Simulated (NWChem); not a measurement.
# H2O2 (SMILES OO) at PBE/def2-TZVPD

What is the vertical ionisation energy of H2O2 at PBE/def2-TZVPD? 

Program for the calculation: NWChem 7.3.0.

3 further runs of the same task are left out: 3 set aside as unsound or not needed.

## 1. The molecule

H2O2 has 4 atoms, charge 0, and is taken as a singlet. As SMILES, `OO`. Geometry: relaxed at PBE0-D4/def2-TZVP.

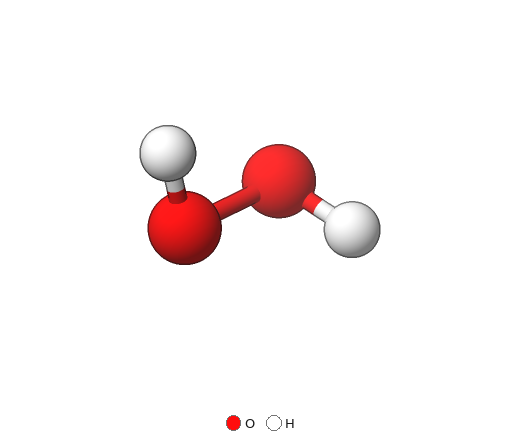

The structure, seen from a chosen angle (oxygen red, hydrogen white).

## 2. A single-point energy at PBE/def2-TZVPD

File h2o2.nw:

```
echo
start h2o2
memory stack 880 mb heap 220 mb global 1100 mb

geometry units angstroms noautosym nocenter noautoz
  O    -0.486800   -0.581100    0.030600
  O     0.048300    0.728400    0.206900
  H     0.186400   -1.117000    0.467400
  H     0.252100    0.969800   -0.704900
end

basis spherical bse
  * library def2-TZVPD
end

dft
  xc xpbe96 cpbe96
  mult 1
  grid fine
  convergence energy 1e-08
  iterations 100
  mulliken
  noprint "final vectors analysis"
end

task dft energy
```

Run with:

```sh
nwchem h2o2.nw > h2o2.out
```

Output:

```text
[...]
          Wavefunction type:  closed shell.
          No. of atoms     :     4
          No. of electrons :    18
[...]
          Charge           :     0
          Spin multiplicity:     1
[...]
          AO basis - number of functions:    98
[...]
              XC Information
              --------------
          PerdewBurkeErnzerhof Exchange Functional  1.000
            Perdew 1991 LDA Correlation Functional  1.000 local
           PerdewBurkeErnz. Correlation Functional  1.000 non-local
[...]
 d= 0,ls=0.0,diis     1   -151.4289182290 -1.89D+02  5.81D-03  6.05D-01     1.0
[...]
 d= 0,ls=0.0,diis     8   -151.4671177045  2.99D-11  5.04D-07  8.61D-09     6.6
         Total DFT energy =     -151.467117704466
      One electron energy =     -282.195733979322
           Coulomb energy =      111.138826752463
    Exchange-Corr. energy =      -17.693331951836
 Nuclear repulsion energy =       37.283121474229
[...]
      Total Density - Mulliken Population Analysis
     ---------------------------------------------
    Atom       Charge   Shell Charges
 -----------   ------   -------------------------------------------------------
    1 O    8     8.31   0.79  1.18  0.62  0.94  0.32  0.01  1.85  1.80  0.73  0.03  0.00  0.04  0.01  0.00
    2 O    8     8.31   0.79  1.18  0.62  0.94  0.32  0.01  1.85  1.80  0.73  0.03  0.00  0.04  0.01  0.00
    3 H    1     0.69   0.26  0.33  0.04  0.05  0.01
    4 H    1     0.69   0.26  0.33  0.04  0.05  0.01
[...]
```

Run time: 7.8 s. Hardware: 1 thread of Intel Xeon 6975P-C (Granite Rapids), shared host; peak memory 0.11 GiB.

## 3. The doublet cation

File h2o2.nw:

```
start h2o2
memory total 2200 mb
charge 1

geometry noautosym nocenter noautoz
  O     -0.486800    -0.581100     0.030600
  O      0.048300     0.728400     0.206900
  H      0.186400    -1.117000     0.467400
  H      0.252100     0.969800    -0.704900
end

basis spherical bse
  * library def2-TZVPD
end

dft
  xc xpbe96 cpbe96
  mult 2
  grid fine
  convergence energy 1e-08
  iterations 100
  mulliken
  noprint "final vectors analysis"
end

task dft
```

Run with:

```sh
nwchem h2o2.nw > h2o2.out
```

Output:

```text
[...]
          Wavefunction type:  spin polarized.
          No. of atoms     :     4
          No. of electrons :    17
[...]
          Charge           :     1
          Spin multiplicity:     2
[...]
          AO basis - number of functions:    98
[...]
              XC Information
              --------------
          PerdewBurkeErnzerhof Exchange Functional  1.000
            Perdew 1991 LDA Correlation Functional  1.000 local
           PerdewBurkeErnz. Correlation Functional  1.000 non-local
[...]
 d= 0,ls=0.0,diis     1   -150.9859281383 -1.88D+02  3.83D-03  2.63D-01     1.3
[...]
 d= 0,ls=0.0,diis    11   -151.0556288727 -1.25D-09  5.24D-08  1.37D-10    12.6
[...]
         Total DFT energy =     -151.055628872697
      One electron energy =     -275.142265647601
           Coulomb energy =      104.105502105697
    Exchange-Corr. energy =      -17.301986805022
 Nuclear repulsion energy =       37.283121474229
[...]
      Total Density - Mulliken Population Analysis
     ---------------------------------------------
    Atom       Charge   Shell Charges
 -----------   ------   -------------------------------------------------------
    1 O    8     7.94   0.79  1.17  0.64  0.98  0.26 -0.01  1.79  1.72  0.53  0.01  0.00  0.04  0.00  0.00
    2 O    8     7.94   0.79  1.17  0.64  0.98  0.26 -0.01  1.79  1.72  0.53  0.01  0.00  0.04  0.00  0.00
    3 H    1     0.56   0.25  0.27  0.00  0.04 -0.01
    4 H    1     0.56   0.25  0.27  0.00  0.04 -0.01
[...]
      <S2> =      0.7519 (Exact =     0.7500)
[...]
```

It took 14 s on 1 thread of Intel Xeon 6975P-C (Granite Rapids), shared host; peak memory 0.12 GiB.

## 4. Summary of results

At PBE/def2-TZVPD:

```
                                          quantity          value
                        singlet H2O2: total energy  -151.46712 Eh
                       singlet H2O2: dipole moment         1.67 D
                      doublet cation: total energy  -151.05563 Eh
                              doublet cation: ⟨S²⟩          0.752
vertical ionisation energy (to the doublet cation)      11.197 eV
```

What this shows: The vertical ionisation energy comes to 11.20 eV (1080 kJ/mol).
